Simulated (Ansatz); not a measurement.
## Convergence study of shifted k-point meshes for Ba (Im-3m, 1 atom in the cell)

```
Ba
1.0
   -2.49745     2.49745     2.49745
    2.49745    -2.49745     2.49745
    2.49745     2.49745    -2.49745
Ba
1
Cartesian
  0.00000   0.00000   0.00000
```

Method of the run: PBE (plane waves, PAW; Ansatz, a program for electronic structure).

Base settings: basis.ecutwfc = 420 eV; kpoints.mp_grid.grid = 9 9 9; hamiltonian.xc = pbe; hamiltonian.pseudopotentials = {kind: paw} (the program's default PAW files); scf.occupations.method = gaussian; scf.occupations.width = 0.1 eV.

In this ladder: kpoints.mp_grid.shift = 0.5 0.5 0.5.

Only quantities that move along the ladder and can be compared are tabulated.

The count of work is k-points × plane waves × bands × iterations; it is no time. 

The starting cell has typed, rounded lattice constants, without a prior relaxation at this level. Its lattice was rescaled by up to half a per cent. Ansatz's pressure includes its estimate of the finite-basis (Pulay) stress.

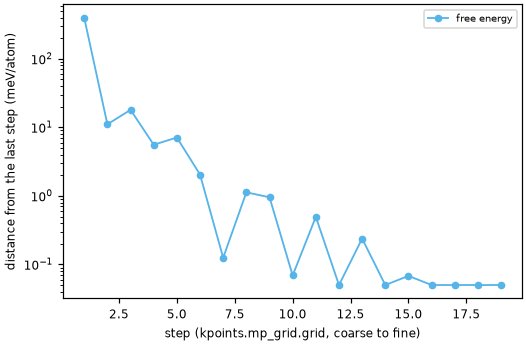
Distance from the last step along the ladder; very small values are drawn at a floor.

```csv
kpoints.mp_grid.grid,free energy less the last step's (meV/atom),pressure (GPa),count of work / last
2 2 2,396.58,4.23,0.0027
3 3 3,-11.07,0.39,0.0054
4 4 4,-18.02,-0.08,0.0081
5 5 5,5.58,0.34,0.013
6 6 6,7.11,0.14,0.019
7 7 7,-2.05,0.16,0.027
8 8 8,0.12,0.12,0.035
9 9 9,1.13,0.12,0.047
10 10 10,-0.96,0.15,0.059
11 11 11,0.07,0.12,0.075
12 12 12,0.49,0.14,0.091
13 13 13,0.00,0.14,0.11
15 15 15,0.24,0.14,0.16
16 16 16,0.04,0.14,0.19
18 18 18,0.07,0.13,0.26
20 20 20,-0.03,0.13,0.34
22 22 22,0.04,0.14,0.43
25 25 25,0.01,0.13,0.61
27 27 27,0.00,0.13,0.75
30 30 30,0.00,0.13,1.0
```

Coarsest kpoints.mp_grid.grid that holds the free energy within 5 meV/atom of the last step, with all finer ones: 7 7 7, at 0.027 of the last step's count of work; the step before is off by 7.1 meV/atom.

Coarsest kpoints.mp_grid.grid that holds the pressure within 0.05 GPa of the last step, with all finer ones: 6 6 6, at 0.019 of the last step's count of work; the step before is off by 0.20 GPa.

Keys are those of Ansatz 0.2.
